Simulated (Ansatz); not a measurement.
**AlH₉N₂Si (built from SMILES [NH2][AlH][NH2].[SiH4]): search for a transition state**

Aim: find the saddle point of a four-centre ligand exchange that is to form Al1–Si6, H2–H5 and break Al1–H2, H5–Si6, prove it by its vibrations, and relax downhill on both sides to see what it joins.

Method: PBE0-D4, def2-SVP first, then def2-TZVP; program: Ansatz 0.2.0, Gaussian basis.

153 further runs of the same task are left out: 1 that didn't finish, 152 set aside as unsound or not needed.

## (1) The starting structure

The guess: 13 atoms, charge 0, spin multiplicity 1.

Atoms are counted from 1 here; the program's logs count them from 0.

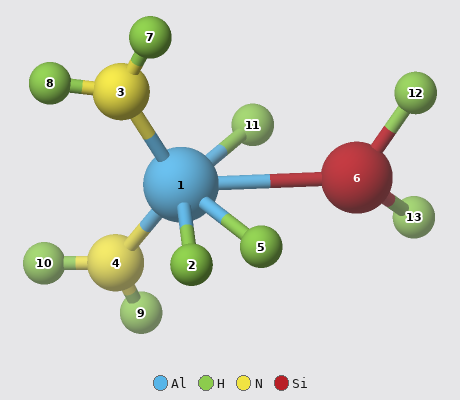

The starting geometry (aluminium blue, hydrogen green, nitrogen yellow, silicon red); atoms are numbered from 1 in the order of the file.

As a file:

```
Al    0.1427    0.2870    0.2024
H     1.5395   -0.6361    0.9085
N     1.1092    1.4968   -0.6838
N    -0.6206    0.7311    1.7527
H     0.9740   -1.2973    0.2822
Si   -0.6011   -1.7603   -1.0058
H     1.4789    1.4243   -1.6221
H     1.3692    2.4070   -0.3293
H    -1.2796    0.1900    2.2952
H    -0.4813    1.6060    2.2386
H    -1.2061    0.0225   -0.8385
H    -0.5887   -1.9419   -2.4761
H    -1.8360   -2.5291   -0.7240
```

Distances that are to change: Al1–Si6 2.49 Å, H2–H5 1.07 Å, Al1–H2 1.82 Å, H5–Si6 2.09 Å.

## (2) Relaxing the guess with the reacting distances held

The input, hold/in.yaml:

```yaml
crystal:
  periodic: [false, false, false]
  atoms:
    - {symbol: Al, position_ang: [0.142700, 0.287000, 0.202400]}
    - {symbol: H, position_ang: [1.539500, -0.636100, 0.908500]}
    - {symbol: N, position_ang: [1.109200, 1.496800, -0.683800]}
    - {symbol: N, position_ang: [-0.620600, 0.731100, 1.752700]}
    - {symbol: H, position_ang: [0.974000, -1.297300, 0.282200]}
    - {symbol: Si, position_ang: [-0.601100, -1.760300, -1.005800]}
    - {symbol: H, position_ang: [1.478900, 1.424300, -1.622100]}
    - {symbol: H, position_ang: [1.369200, 2.407000, -0.329300]}
    - {symbol: H, position_ang: [-1.279600, 0.190000, 2.295200]}
    - {symbol: H, position_ang: [-0.481300, 1.606000, 2.238600]}
    - {symbol: H, position_ang: [-1.206100, 0.022500, -0.838500]}
    - {symbol: H, position_ang: [-0.588700, -1.941900, -2.476100]}
    - {symbol: H, position_ang: [-1.836000, -2.529100, -0.724000]}
basis:
  gaussian: {orbitals: def2-SVP}
hamiltonian: {xc: pbe0, dispersion: d4}
relax: {f_tol: 0.04, max_steps: 150, escape_saddle: false, constraints: [{distance: [0, 5]}, {distance: [1, 4]}, {distance: [0, 1]}, {distance: [4, 5]}]}
```

Started as:

```console
$ ansatz run in.yaml --threads 4 --pin off --events-out ev --progress --plain --max-ram 9574MiB
```

Standard output, cut to the lines that bear on the results:

```text
Functional definition: PBE0
  name "PBE0"
  cite "Adamo & Barone, J. Chem. Phys. 110, 6158 (1999) doi:10.1063/1.478522"
  cite "Perdew, Burke & Ernzerhof, Phys. Rev. Lett. 77, 3865 (1996) doi:10.1103/PhysRevLett.77.3865"
  parent pbe
[...]
1155 factors; integrals over basis functions are off by at most 3.6e-4 eV
[...]
mean field -17582.77109229 eV, -646.1549196112 hartree, gradient 3.1e-5 eV, S^2 0.000000; 0 other end points of the search recorded, 0 dependent functions left out
[...]
reference -17582.77112572 eV, -646.1549208400 hartree; 25, 25 occupied and 84, 84 virtual orbitals, 1155 factors
[...]
Atom 5 at    -0.883274    -1.247515    -1.157203 Å, force    -0.319263    -0.214805    -0.353938 eV/Å
Atom 6 at     1.082721     1.580284    -1.678858 Å, force    -0.002828    -0.000968    -0.006388 eV/Å
Atom 7 at     1.760449     2.240366    -0.311622 Å, force    -0.004042    -0.005519     0.006980 eV/Å
Atom 8 at    -0.312269     0.170658     2.796791 Å, force    -0.005794     0.022993    -0.011009 eV/Å
Atom 9 at    -1.137207     1.432743     2.105437 Å, force     0.007454    -0.017062     0.012493 eV/Å
Atom 10 at    -1.733125    -0.390076    -2.056881 Å, force     0.005704     0.000345     0.000067 eV/Å
Atom 11 at    -0.005161    -2.059118    -2.067291 Å, force    -0.000962     0.004450     0.001544 eV/Å
Atom 12 at    -1.805424    -2.214614    -0.475523 Å, force     0.012914     0.008879     0.007780 eV/Å
Dipole moment:     0.132025     0.099959     0.187485 e Å
```

It took 2.5 min on 4 threads of AMD EPYC, shared host.

Step by step: (the energy doesn't fall at every step)

| step | energy from step 1 (eV) | largest force component (eV/Å) |
| --- | --- | --- |
| 1 | 0.0000 | 1.7846 |
| 2 | -0.4661 | 0.7243 |
| 3 | -0.6003 | 0.9022 |
| 4 | -0.6711 | 0.2528 |
| 5 | -0.7767 | 0.2615 |
| 6 | -0.8691 | 0.4279 |
| 7 | -0.9501 | 0.3727 |
| 8 | -1.0169 | 0.3028 |
| 9 | -1.0861 | 0.1682 |
| 10 | -1.1230 | 0.0997 |
| 11 | -1.1333 | 0.4209 |
| 12 | -1.1315 | 0.2533 |
| 13 | -1.1465 | 0.2001 |
| 14 | -1.1546 | 0.0521 |
| 15 | -1.1557 | 0.6695 |
| 16 | -1.1680 | 0.3712 |
| 17 | -1.1733 | 0.2439 |
| 18 | -1.1861 | 0.0635 |
| 19 | -1.1864 | 0.0538 |
| 20 | -1.1803 | 0.4938 |
| 21 | -1.1881 | 0.0464 |
| 22 | -1.1890 | 0.0230 |

Close pairs (by a distance rule), those that changed most:

| bond | before (Å) | after (Å) | change (Å) |
| --- | --- | --- | --- |
| Al1–H11 | 1.724 | 3.214 | +1.490 |
| Si6–H11 | 1.890 | 1.506 | -0.384 |
| Al1–H5 | 1.791 | 1.722 | -0.069 |
| Si6–H12 | 1.482 | 1.503 | +0.021 |
| Si6–H13 | 1.482 | 1.500 | +0.018 |
| Al1–N3 | 1.784 | 1.778 | -0.007 |
| Al1–N4 | 1.784 | 1.788 | +0.004 |
| N4–H10 | 1.010 | 1.014 | +0.004 |

## (3) A starting Hessian

The input, hessian/in.yaml:

```yaml
crystal:
  periodic: [false, false, false]
  atoms:
    - {symbol: Al, position_ang: [0.249685, 0.376093, 0.354327]}
    - {symbol: H, position_ang: [1.371104, -0.920224, 0.957423]}
    - {symbol: N, position_ang: [1.110045, 1.549022, -0.667342]}
    - {symbol: N, position_ang: [-0.381574, 0.767537, 1.980962]}
    - {symbol: H, position_ang: [0.684130, -1.285157, 0.219779]}
    - {symbol: Si, position_ang: [-0.883274, -1.247515, -1.157203]}
    - {symbol: H, position_ang: [1.082721, 1.580284, -1.678858]}
    - {symbol: H, position_ang: [1.760449, 2.240366, -0.311622]}
    - {symbol: H, position_ang: [-0.312269, 0.170658, 2.796791]}
    - {symbol: H, position_ang: [-1.137207, 1.432743, 2.105437]}
    - {symbol: H, position_ang: [-1.733125, -0.390076, -2.056881]}
    - {symbol: H, position_ang: [-0.005161, -2.059118, -2.067291]}
    - {symbol: H, position_ang: [-1.805424, -2.214614, -0.475523]}
basis:
  gaussian: {orbitals: def2-SVP}
hamiltonian: {xc: pbe0, dispersion: d4}
phonons: {}
scf: {lower_state_search: off}
```

Started as:

```console
$ ansatz run in.yaml --threads 4 --pin off --events-out ev --progress --plain --max-ram 9574MiB
```

Standard output, cut to the lines that bear on the results:

```text
[... 5 set-up lines as earlier in the session ...]
[...]
1156 factors; integrals over basis functions are off by at most 3.3e-4 eV
[...]
mean field -17583.97742555 eV, -646.1992515410 hartree, gradient 2.1e-6 eV, S^2 0.000000; 0 other end points of the search recorded, 0 dependent functions left out
[...]
WARN: phonons: modes at or below zero, which the zero-point energy, F, S and C_V leave out: 2, the lowest at -968.85 cm⁻¹. A minimum has none, and a first-order saddle one
[...]
Atom 12 at    -1.805424    -2.214614    -0.475523 Å, force     0.012926     0.008876     0.007794 eV/Å
Dipole moment:     0.132023     0.099965     0.187483 e Å
Vibrations: -968.85 -30.49 102.86 177.14 205.32 223.38 286.41 310.33 337.60 373.59 393.89 418.23 450.13 657.57 673.20 734.70 804.18 879.63 895.10 924.82 936.24 1293.13 1448.45 1521.34 1526.26 1865.80 2170.59 2189.14 2204.48 3613.98 3621.77 3709.76 3719.39 cm⁻¹, zero-point energy 2.397135 eV
Checks for a lower state left out: stability, starts, cluster_reference, orbital_swaps, neighbouring_geometries, increment
```

Wall time 4.1 min (4 threads of AMD EPYC, shared host).

The structure is not stationary yet, so these wavenumbers are no spectrum; the search needs only the force constants.

## (4) Saddle search in the small basis

The search itself is an outer loop (partitioned rational-function steps, Bofill update of the Hessian). Each step is one single-point run with forces. It stops when the largest force is under 0.04 eV/Å and the followed curvature is negative. The first step's input:

The input, presaddle/in.yaml:

```yaml
crystal:
  periodic: [false, false, false]
  atoms:
    - {symbol: Al, position_ang: [0.249685, 0.376093, 0.354327]}
    - {symbol: H, position_ang: [1.371104, -0.920224, 0.957423]}
    - {symbol: N, position_ang: [1.110045, 1.549022, -0.667342]}
    - {symbol: N, position_ang: [-0.381574, 0.767537, 1.980962]}
    - {symbol: H, position_ang: [0.684130, -1.285157, 0.219779]}
    - {symbol: Si, position_ang: [-0.883274, -1.247515, -1.157203]}
    - {symbol: H, position_ang: [1.082721, 1.580284, -1.678858]}
    - {symbol: H, position_ang: [1.760449, 2.240366, -0.311622]}
    - {symbol: H, position_ang: [-0.312269, 0.170658, 2.796791]}
    - {symbol: H, position_ang: [-1.137207, 1.432743, 2.105437]}
    - {symbol: H, position_ang: [-1.733125, -0.390076, -2.056881]}
    - {symbol: H, position_ang: [-0.005161, -2.059118, -2.067291]}
    - {symbol: H, position_ang: [-1.805424, -2.214614, -0.475523]}
basis:
  gaussian: {orbitals: def2-SVP}
hamiltonian: {xc: pbe0, dispersion: d4}
output: {forces: true}
scf: {lower_state_search: off}
```

Started as:

```console
$ ansatz run in.yaml --threads 4 --pin off --events-out ev --progress --plain --max-ram 9574MiB
```

The driver's record:

| step | energy (eV) | largest force (eV/Å) | followed curvature (eV/Å²) |
| --- | --- | --- | --- |
| 1 | -17584.19730 | 1.5723 | -6.87 |
| 2 | -17584.10631 | 0.7109 | -7.80 |
| 3 | -17584.12742 | 0.2790 | -8.00 |
| 4 | -17584.13457 | 0.1515 | -7.97 |
| 5 | -17584.12877 | 0.2088 | -7.99 |
| 6 | -17584.13257 | 0.2485 | -8.02 |
| 7 | -17584.13327 | 0.3100 | -8.05 |
| 8 | -17584.13653 | 0.0654 | -8.09 |
| 9 | -17584.13666 | 0.0948 | -8.10 |
| 10 | -17584.13664 | 0.0872 | -8.10 |
| 11 | -17584.13707 | 0.0229 | -8.10 |

The 11 steps took 46 s in all (4 threads of AMD EPYC, shared host).

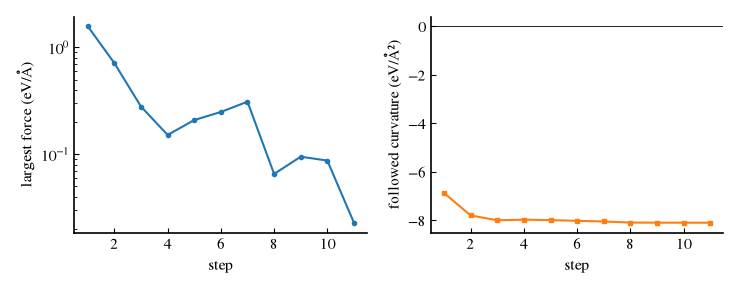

Largest force and followed curvature during the search.

## (5) Saddle search in triple zeta

A small driver takes partitioned rational-function steps: uphill along one mode, downhill along the rest. It calls the program once a step for energy and forces and updates the Hessian by Bofill's formula. It stops when the largest force is under 0.018 eV/Å and the followed curvature is negative. The first step's input:

The input, saddle/in.yaml:

```yaml
crystal:
  periodic: [false, false, false]
  atoms:
    - {symbol: Al, position_ang: [0.422045, 0.385210, 0.517822]}
    - {symbol: H, position_ang: [1.361210, -1.008398, 0.945679]}
    - {symbol: N, position_ang: [1.097036, 1.497480, -0.691752]}
    - {symbol: N, position_ang: [-0.454495, 0.798275, 2.005403]}
    - {symbol: H, position_ang: [0.599383, -1.259309, 0.189808]}
    - {symbol: Si, position_ang: [-0.785892, -1.310372, -1.131640]}
    - {symbol: H, position_ang: [0.914636, 1.465188, -1.686755]}
    - {symbol: H, position_ang: [1.828625, 2.170063, -0.491318]}
    - {symbol: H, position_ang: [-0.415167, 0.271374, 2.869030]}
    - {symbol: H, position_ang: [-1.212224, 1.469619, 2.035634]}
    - {symbol: H, position_ang: [-1.629619, -0.214819, -1.725294]}
    - {symbol: H, position_ang: [-0.009885, -1.919854, -2.259669]}
    - {symbol: H, position_ang: [-1.715554, -2.344458, -0.576948]}
basis:
  gaussian: {orbitals: def2-TZVP}
hamiltonian: {xc: pbe0, dispersion: d4}
output: {forces: true}
scf: {lower_state_search: off}
```

Started as:

```console
$ ansatz run in.yaml --threads 4 --pin off --events-out ev --progress --plain --max-ram 9574MiB
```

Step by step:

| step | energy (eV) | largest force (eV/Å) | followed curvature (eV/Å²) |
| --- | --- | --- | --- |
| 1 | -17592.93023 | 0.3104 | -8.10 |
| 2 | -17592.93811 | 0.1750 | -8.10 |
| 3 | -17592.93686 | 0.3700 | -8.10 |
| 4 | -17592.93913 | 0.0956 | -8.10 |
| 5 | -17592.94028 | 0.0850 | -8.10 |
| 6 | -17592.94053 | 0.0514 | -8.10 |
| 7 | -17592.94061 | 0.0421 | -8.11 |
| 8 | -17592.94090 | 0.0322 | -8.10 |
| 9 | -17592.94102 | 0.0262 | -8.09 |
| 10 | -17592.94119 | 0.0156 | -8.09 |

The 10 steps took 69 s in all (4 threads of AMD EPYC, shared host).

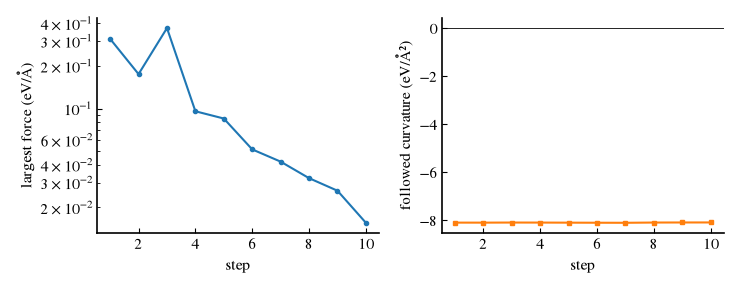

Largest force and followed curvature during the search.

Geometry at the end of the search:

```mol
AlH9N2Si
  3D, bonds by distance, orders not assigned

 13 12  0  0  0  0  0  0  0  0999 V2000
    0.4422    0.3902    0.4990 Al  0  0
    1.3729   -1.0069    0.9187 H   0  0
    1.1268    1.5286   -0.6690 N   0  0
   -0.4597    0.7965    1.9660 N   0  0
    0.6168   -1.2492    0.1635 H   0  0
   -0.8062   -1.3235   -1.1197 Si  0  0
    1.0442    1.4489   -1.6681 H   0  0
    1.7968    2.2409   -0.4301 H   0  0
   -0.4660    0.2398    2.8037 H   0  0
   -1.2037    1.4741    1.9876 H   0  0
   -1.6947   -0.2490   -1.6627 H   0  0
   -0.0898   -1.9270   -2.2803 H   0  0
   -1.6795   -2.3633   -0.5088 H   0  0
  1  2  8  0
  1  3  8  0
  1  4  8  0
  1  5  8  0
  1  6  8  0
  3  7  8  0
  3  8  8  0
  4  9  8  0
  4 10  8  0
  6 11  8  0
  6 12  8  0
  6 13  8  0
M  END
```

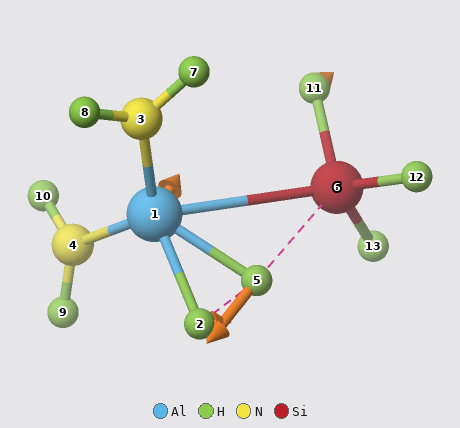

The point found; broken lines mark the pairs that react, arrows the followed mode.

## (6) Checking the order of the point

The input, vib/in.yaml:

```yaml
crystal:
  periodic: [false, false, false]
  atoms:
    - {symbol: Al, position_ang: [0.442189, 0.390184, 0.499046]}
    - {symbol: H, position_ang: [1.372907, -1.006933, 0.918745]}
    - {symbol: N, position_ang: [1.126781, 1.528616, -0.668954]}
    - {symbol: N, position_ang: [-0.459675, 0.796483, 1.965994]}
    - {symbol: H, position_ang: [0.616795, -1.249246, 0.163516]}
    - {symbol: Si, position_ang: [-0.806204, -1.323527, -1.119720]}
    - {symbol: H, position_ang: [1.044226, 1.448859, -1.668097]}
    - {symbol: H, position_ang: [1.796833, 2.240877, -0.430107]}
    - {symbol: H, position_ang: [-0.466045, 0.239826, 2.803732]}
    - {symbol: H, position_ang: [-1.203716, 1.474120, 1.987575]}
    - {symbol: H, position_ang: [-1.694653, -0.248997, -1.662658]}
    - {symbol: H, position_ang: [-0.089802, -1.926956, -2.280292]}
    - {symbol: H, position_ang: [-1.679535, -2.363307, -0.508781]}
basis:
  gaussian: {orbitals: def2-TZVP}
hamiltonian: {xc: pbe0, dispersion: d4}
phonons: {temperatures: {t_min: 298.15, t_max: 900, t_step: 200}}
```

Started as:

```console
$ ansatz run in.yaml --threads 4 --pin off --events-out ev --progress --plain --max-ram 9574MiB
```

Standard output, cut to the lines that bear on the results:

```text
[... 5 set-up lines as earlier in the session ...]
[...]
1253 factors; their error is unknown
[...]
mean field -17592.72184491 eV, -646.5206030253 hartree, gradient 5.8e-5 eV, S^2 0.000000; 0 other end points of the search recorded, 0 dependent functions left out
[...]
WARN: phonons: modes at or below zero, which the zero-point energy, F, S and C_V leave out: 1, the lowest at -1152.64 cm⁻¹. A minimum has none, and a first-order saddle one
[...]
Atom 11 at    -0.089802    -1.926956    -2.280292 Å, force    -0.007667     0.005853     0.013891 eV/Å
Atom 12 at    -1.679535    -2.363307    -0.508781 Å, force     0.003125     0.003311    -0.002104 eV/Å
Dipole moment:     0.059694     0.102096     0.095121 e Å
Vibrations: -1152.64 52.76 88.65 137.18 176.17 205.89 272.89 300.15 309.62 331.02 396.30 401.03 485.92 685.75 692.02 733.27 840.18 893.39 921.04 937.26 986.95 1119.92 1551.84 1565.97 1568.50 1846.99 2172.52 2200.96 2216.81 3616.70 3616.91 3707.14 3709.26 cm⁻¹, zero-point energy 2.401635 eV
```

Run time: 6.5 min. Hardware: 4 threads of AMD EPYC, shared host.

The modes, with what each moves most:

| mode | wavenumber (cm⁻¹) | character |
| --- | --- | --- |
| 1 | 1153i | changes H2–H5, H5–Si6 |
| 2 | 53 | torsion |
| 3 | 89 | bend |
| 4 | 137 | torsion with bend |
| 5 | 176 | torsion |
| 6 | 206 | torsion with bend |
| 7 | 273 | torsion |
| 8 | 300 | torsion |
| 9 | 310 | torsion |
| 10 | 331 | torsion with bend |
| 11 | 396 | bend |
| 12 | 401 | bend with torsion |
| 13 | 486 | bend with torsion |
| 14 | 686 | bend |
| 15 | 692 | bend |
| 16 | 733 | Al–N stretch |
| 17 | 840 | bend |
| 18 | 893 | Al–N stretch |
| 19 | 921 | torsion with bend |
| 20 | 937 | bend |
| 21 | 987 | bend with torsion |
| 22 | 1120 | bend |
| 23 | 1552 | Al–H stretch with bend |
| 24 | 1566 | bend |
| 25 | 1568 | bend |
| 26 | 1847 | Al–H stretch |
| 27 | 2173 | Si–H stretch |
| 28 | 2201 | Si–H stretch |
| 29 | 2217 | Si–H stretch |
| 30 | 3617 | N–H stretch |
| 31 | 3617 | N–H stretch |
| 32 | 3707 | N–H stretch |
| 33 | 3709 | N–H stretch |

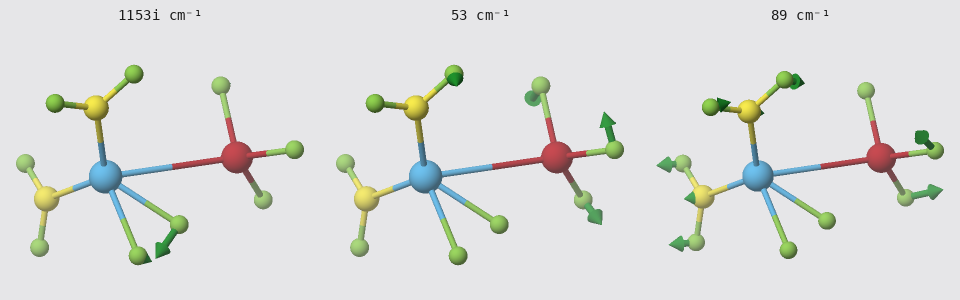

Displacements of 3 modes, as arrows.

Vibrational sums (real modes only):

| T (K) | entropy (J/mol/K) | heat capacity (J/mol/K) |
| --- | --- | --- |
| 298 | 107.1 | 108.0 |
| 498 | 172.8 | 148.4 |
| 698 | 227.4 | 175.1 |
| 898 | 274.0 | 194.0 |

(Part 1 of 3 ends here.)
